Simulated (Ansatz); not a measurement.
CH6BNOSSi (SMILES CSB1O[SiH]1N)

Input file:

```
crystal:
  periodic: [false, false, false]
  atoms:
    - { symbol: C, position_ang: [-0.755, -1.1024, 1.7006] }
    - { symbol: S, position_ang: [0.14, 0.3306, 2.3793] }
    - { symbol: B, position_ang: [1.0198, 0.7099, 0.7556] }
    - { symbol: O, position_ang: [2.0342, 0.3051, -0.3077] }
    - { symbol: Si, position_ang: [0.8261, 1.1848, -1.1684] }
    - { symbol: "N", position_ang: [-0.1842, 0.0894, -2.1194] }
    - { symbol: H, position_ang: [-0.0918, -1.8205, 1.2698] }
    - { symbol: H, position_ang: [-1.4578, -0.6753, 0.896] }
    - { symbol: H, position_ang: [-1.397, -1.5066, 2.5409] }
    - { symbol: H, position_ang: [1.5399, 2.2532, -1.8548] }
    - { symbol: H, position_ang: [-0.02495, 0.30659, -3.11442] }
    - { symbol: H, position_ang: [0.19218, -0.87705, -1.95766] }
basis:
  gaussian: { orbitals: "6-31G" }
hamiltonian:
  xc: r2scan
  dispersion: d4
relax:
  f_tol: 0.015
  max_steps: 40
output:
  orbitals: {}
```

Command:

```sh
ansatz run input.yaml --threads 1 --pin off --max-ram 2048MiB --backend cpu --events-out ev --progress --plain --runs-dir out
```

The fields are those of the relaxed geometry.

These are results of RKS r2SCAN-D4/6-31G in Ansatz 0.2.0, not measurements.

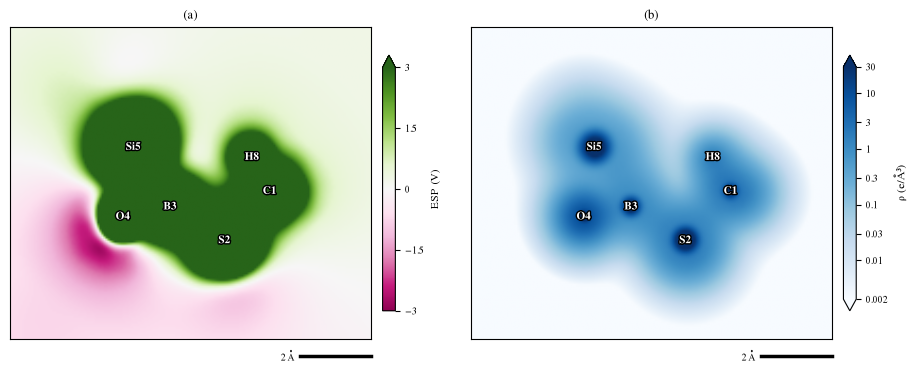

Figure 1. (a) electrostatic potential; (b) electron density on the plane of atoms S2, B3 and Si5.

Question: Read the bonding off the picture.

Answer: The plane passes through C, S, B, O, Si and H nuclei.
B–O (1.35 Å): ρ at the midpoint is about 2 e/Å³.
B–S (1.82 Å): ρ is about 1 e/Å³ halfway.
C–S (1.90 Å): ρ is about 0.92 e/Å³ halfway.
Si–B (1.97 Å): ρ at the midpoint is about 0.61 e/Å³.
Si–O (1.99 Å): ρ at the midpoint is about 0.52 e/Å³, with its minimum of 0.44 e/Å³ about 0.8 Å from Si.
Outside the dense part of the molecule the potential is most negative (−2.8 V) near O4.

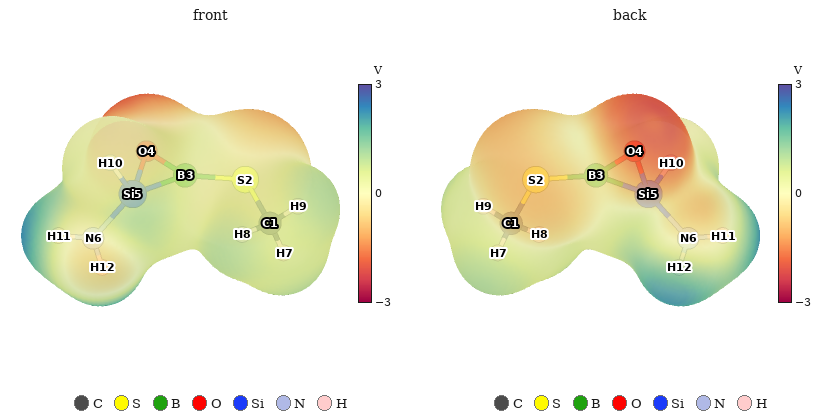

Figure 2. The electrostatic potential painted on the density surface at 0.002 e/bohr³, seen from the front and from behind; red is negative and blue positive.

Question: Where is the surface potential most negative and most positive?

Answer: The most negative region (about −2.1 V) lies over O4, the most positive (about +2.2 V) over H11 and H12. O4 is the likeliest acceptor of a hydrogen bond.

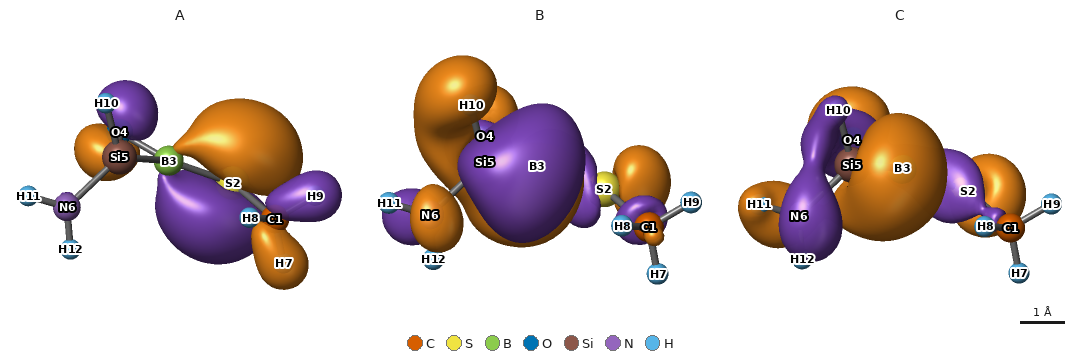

Figure 3. Three frontier orbitals at ±0.08 Å⁻³ᐟ² (orange and purple are the two phases), in no order.

Question: Order the three orbitals by energy and name them.

Answer: A is the HOMO−1 (−6.25 eV). It lies mainly on S2 (about 70 %) and O4 (about 15 %); largely a lone pair of S2. C is the HOMO (−5.82 eV). It lies mainly on O4 (about 30 %), Si5 (about 25 %), N6 (about 15 %), B3 (about 10 %) and S2 (about 10 %). B is the LUMO (−1.07 eV). By Hirshfeld shares it lies mainly on Si5 (about 40 %), B3 (about 20 %), O4 (about 10 %), S2 (about 10 %), H10 (about 5 %) and N6 (about 5 %).

Question: What is the HOMO–LUMO gap?

Answer: 4.75 eV between the orbital energies.
